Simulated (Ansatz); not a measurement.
# Run report: SiHClF₂, geometry relaxation

The run: geometry relaxation of SiHClF₂. Method and program: RKS PBE/def2-SVP (Ansatz 0.2.0).

It belongs to a series of runs on one base structure; here: start relaxed. Figures and captions count atoms from 1; the log counts them from 0 in places.

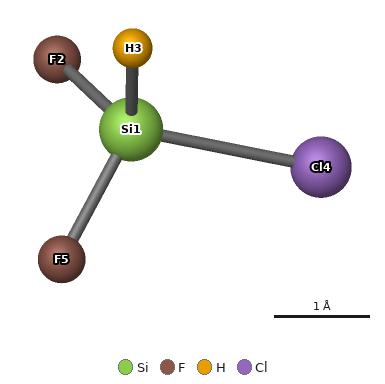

Fig. 1: The starting structure (ball-and-stick view, seen at a tilt; atoms are numbered from 1 in the order of the input). Bond lengths as drawn: Cl–Si 2.13 Å, F–Si 1.59 Å and H–Si 1.46 Å.

Summary:

```csv
quantity,value
outcome,converged
total energy,−25829.6833 eV
mean-field energy,−25829.6833 eV
largest force (length of the vector) at the end,0.012 eV/Å
hardware,"1 thread of AMD EPYC (Zen 5), 32 GiB of memory available, shared host"
wall time,4 s
peak memory,0.15 GiB
```

The input:
```yaml
crystal:
  periodic: [false, false, false]
  atoms:
    - { symbol: Si, position_ang: [0.0, 0.0, 0.0] }
    - { symbol: F, position_ang: [0.0, 0.0, 1.59] }
    - { symbol: H, position_ang: [1.3768, 0.0, -0.4862] }
    - { symbol: Cl, position_ang: [-1.0032, 1.7381, -0.7093] }
    - { symbol: F, position_ang: [-0.7489, -1.2974, -0.5295] }
basis:
  gaussian: { orbitals: def2-SVP }
hamiltonian:
  xc: pbe
relax:
  f_tol: 0.02
  max_steps: 40
output:
  orbitals: {}
```

Run as:
```bash
ansatz run input.yaml --threads 1 --pin off --max-ram 2048MiB --backend cpu --events-out ev --progress --plain --runs-dir out
```

The program's output:
```
The last accepted step is kept in [file] (removed where the run ends without a failure and the disk answers)
Engine: ansatz 0.2.0, x86_64-unknown-linux-gnu
Functional definition: PBE
  parameter kappa = 0.804
  parameter beta = 0.06672455060314922
  exchange = pbe_x(kappa = kappa, mu = beta*pi^2/3)
  correlation = pbe_c(beta = beta)
745 factors; their error is unknown
mean field evaluation 1: about -25826.9818 eV, gradient 4.1e1 eV
mean field evaluation 2: about -25819.1206 eV, gradient 8.4e1 eV
mean field evaluation 4: about -25829.6317 eV, gradient 1.9e0 eV
mean field evaluation 8: about -25829.6460 eV, gradient 2.4e-2 eV
mean field evaluation 16: about -25829.5866 eV, gradient 4.8e-5 eV
mean field -25829.58658988 eV, -949.2197992555 hartree, gradient 4.8e-5 eV, S^2 0.000000; 0 other end points of the search recorded, 0 dependent functions left out
the calculation of the forces begins
reference -25829.58661539 eV, -949.2198001931 hartree; 25, 25 occupied and 44, 44 virtual orbitals, 745 factors
relax step   1: F+E_penalty+E_count = -25829.58658988 eV  Δ(F+E_penalty+E_count) = +0.000e0 eV  max|allowed force component| = 1.917e0 eV/Å  Δτ_max = 0.0000 Å  (24 SCF iters, accepted)
these checks for a lower state are left out or cut short: starts, cluster_reference, orbital_swaps, neighbouring_geometries, increment
745 factors; their error is unknown
mean field -25829.66544507 eV, -949.2226971304 hartree, gradient 1.2e-5 eV, S^2 0.000000; 0 other end points of the search recorded, 0 dependent functions left out
the calculation of the forces begins
reference -25829.66547017 eV, -949.2226980526 hartree; 25, 25 occupied and 44, 44 virtual orbitals, 745 factors
relax step   2: F+E_penalty+E_count = -25829.66544507 eV  Δ(F+E_penalty+E_count) = -7.886e-2 eV  max|allowed force component| = 8.984e-1 eV/Å  Δτ_max = 0.0652 Å  (26 SCF iters, accepted)
these checks for a lower state are left out or cut short: starts, cluster_reference, orbital_swaps, neighbouring_geometries, increment
745 factors; their error is unknown
mean field -25829.68202377 eV, -949.2233063864 hartree, gradient 1.2e-5 eV, S^2 0.000000; 0 other end points of the search recorded, 0 dependent functions left out
the calculation of the forces begins
reference -25829.68204879 eV, -949.2233073056 hartree; 25, 25 occupied and 44, 44 virtual orbitals, 745 factors
relax step   3: F+E_penalty+E_count = -25829.68202377 eV  Δ(F+E_penalty+E_count) = -1.658e-2 eV  max|allowed force component| = 1.504e-1 eV/Å  Δτ_max = 0.0190 Å  (27 SCF iters, accepted)
these checks for a lower state are left out or cut short: starts, cluster_reference, orbital_swaps, neighbouring_geometries, increment
745 factors; their error is unknown
mean field evaluation 32: about -25829.7370 eV, gradient 4.9e-4 eV
mean field -25829.68295869 eV, -949.2233407439 hartree, gradient 8.8e-6 eV, S^2 0.000000; 0 other end points of the search recorded, 0 dependent functions left out
the calculation of the forces begins
reference -25829.68298370 eV, -949.2233416631 hartree; 25, 25 occupied and 44, 44 virtual orbitals, 745 factors
relax step   4: F+E_penalty+E_count = -25829.68295869 eV  Δ(F+E_penalty+E_count) = -9.349e-4 eV  max|allowed force component| = 3.888e-2 eV/Å  Δτ_max = 0.0069 Å  (28 SCF iters, accepted)
these checks for a lower state are left out or cut short: starts, cluster_reference, orbital_swaps, neighbouring_geometries, increment
745 factors; their error is unknown
mean field -25829.68326125 eV, -949.2233518629 hartree, gradient 8.4e-6 eV, S^2 0.000000; 0 other end points of the search recorded, 0 dependent functions left out
the calculation of the forces begins
reference -25829.68328625 eV, -949.2233527814 hartree; 25, 25 occupied and 44, 44 virtual orbitals, 745 factors
relax step   5: F+E_penalty+E_count = -25829.68326125 eV  Δ(F+E_penalty+E_count) = -3.026e-4 eV  max|allowed force component| = 7.934e-3 eV/Å  Δτ_max = 0.0053 Å  (28 SCF iters, accepted)
```

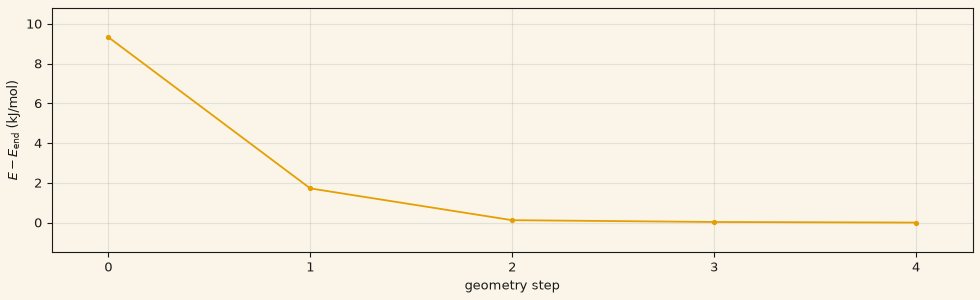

Fig. 2: Progress of the relaxation, step by step (the first geometry is step 0 here and step 1 in the log).

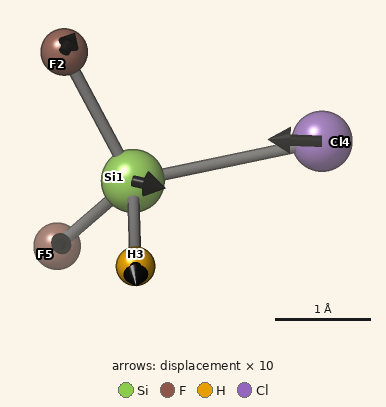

Fig. 3: The starting structure with the displacements as black arrows, magnified 10 times (ball-and-stick view, seen at a tilt). The two geometries are laid on each other by the best rigid fit. Cl4 moves most after the best rigid fit: 0.058 Å. By element the largest moves are Cl 0.058 Å, Si 0.037 Å, H 0.035 Å, F 0.027 Å. Distances before and after: Si1–Cl4 2.128 → 2.047 Å, Si1–F2 1.590 → 1.620 Å, Si1–H3 1.460 → 1.482 Å. Among the angles that change: H3–Si1–Cl4 109.5° → 112.1°. After 4 geometry steps the energy has fallen by 9.33 kJ/mol. Largest force component: 1.9 eV/Å at the start, 0.0079 eV/Å at the end. (Atoms are counted from 1 in the order of the input.)

```
745 factors; their error is unknown
mean field -25829.68326125 eV, -949.2233518629 hartree, gradient 8.1e-6 eV, S^2 0.000000; 1 other end points of the search recorded, 0 dependent functions left out
the calculation of the forces begins
reference -25829.68328625 eV, -949.2233527814 hartree; 25, 25 occupied and 44, 44 virtual orbitals, 745 factors
Total energy: -25829.68328625 eV, -949.2233527814 hartree
Atom 0 at     0.006229     0.030179    -0.020244 Å, force    -0.002649    -0.007441     0.005498 eV/Å
Atom 1 at    -0.020861     0.014449     1.599004 Å, force    -0.004025    -0.004174     0.000193 eV/Å
Atom 2 at     1.409444    -0.000314    -0.497494 Å, force     0.005998     0.007934    -0.007064 eV/Å
Atom 3 at    -0.995126     1.688355    -0.681651 Å, force     0.002798     0.004752    -0.003870 eV/Å
Atom 4 at    -0.774987    -1.291969    -0.534616 Å, force    -0.002122    -0.001071     0.005244 eV/Å
Dipole moment:     0.220099     0.063287    -0.116544 e Å
```

Trajectory as extended XYZ (Å, eV, eV/Å), 5 frames, from step=1 to step=5:
```
5
Properties=species:S:1:pos:R:3:forces:R:3 step=1 energy=-25829.58659
Si    0.0000    0.0000    0.0000   -0.2016   1.9173  -1.0566
F     0.0000    0.0000    1.5900   -0.1339  -0.0103   1.0198
H     1.3768    0.0000   -0.4862    0.4321  -0.0067  -0.1493
Cl   -1.0032    1.7381   -0.7093    0.5138  -1.0650   0.4698
F    -0.7489   -1.2974   -0.5295   -0.6103  -0.8353  -0.2837
5
Properties=species:S:1:pos:R:3:forces:R:3 step=2 energy=-25829.66544
Si    0.0151    0.0126   -0.0128   -0.0449   0.8984  -0.5085
F    -0.0226    0.0275    1.5886    0.0207  -0.1001   0.6107
H     1.4111   -0.0058   -0.4948    0.1064  -0.0303  -0.0194
Cl   -1.0037    1.6826   -0.6752    0.1717  -0.1930   0.0573
F    -0.7752   -1.2761   -0.5409   -0.2539  -0.5749  -0.1401
5
Properties=species:S:1:pos:R:3:forces:R:3 step=3 energy=-25829.68202
Si    0.0027    0.0265   -0.0168    0.1504   0.0554  -0.0827
F    -0.0178    0.0211    1.6001   -0.0301  -0.0493   0.0789
H     1.4065    0.0006   -0.4970   -0.0121  -0.0084   0.0090
Cl   -0.9918    1.6827   -0.6794   -0.0586   0.0860  -0.0319
F    -0.7749   -1.2903   -0.5419   -0.0496  -0.0837   0.0267
5
Properties=species:S:1:pos:R:3:forces:R:3 step=4 energy=-25829.68296
Si    0.0050    0.0283   -0.0187    0.0212   0.0300  -0.0259
F    -0.0183    0.0186    1.6010   -0.0206  -0.0287  -0.0172
H     1.4091   -0.0019   -0.4964   -0.0105   0.0062  -0.0003
Cl   -0.9961    1.6879   -0.6810    0.0103  -0.0134   0.0046
F    -0.7750   -1.2922   -0.5399   -0.0004   0.0059   0.0389
5
Properties=species:S:1:pos:R:3:forces:R:3 step=5 energy=-25829.68326
Si    0.0062    0.0302   -0.0202   -0.0026  -0.0074   0.0055
F    -0.0209    0.0144    1.5990   -0.0040  -0.0042   0.0002
H     1.4094   -0.0003   -0.4975    0.0060   0.0079  -0.0071
Cl   -0.9951    1.6884   -0.6817    0.0028   0.0048  -0.0039
F    -0.7750   -1.2920   -0.5346   -0.0021  -0.0011   0.0052
```

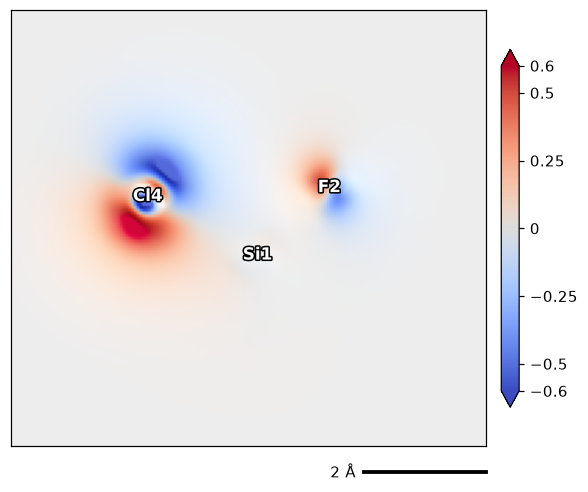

Fig. 4: One frontier orbital on the plane of atoms F2, Si1 and Cl4 (values in Å⁻³ᐟ²; the overall sign is arbitrary). The HOMO−1, at −8.38 eV.

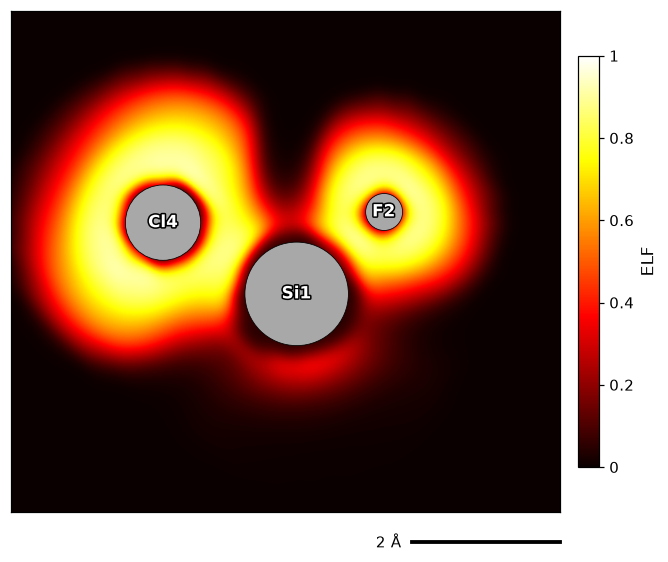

Fig. 5: Electron localisation function on the plane of atoms F2, Si1 and Cl4. Grey discs, where drawn, cover atomic cores. Atoms in the plane: Si, F and Cl. Si–F (1.62 Å): the ELF peaks at about 0.85 between the atoms. Si–Cl (2.05 Å): the ELF peaks at about 0.85 between the atoms, which marks a shared but strongly polarised pair.
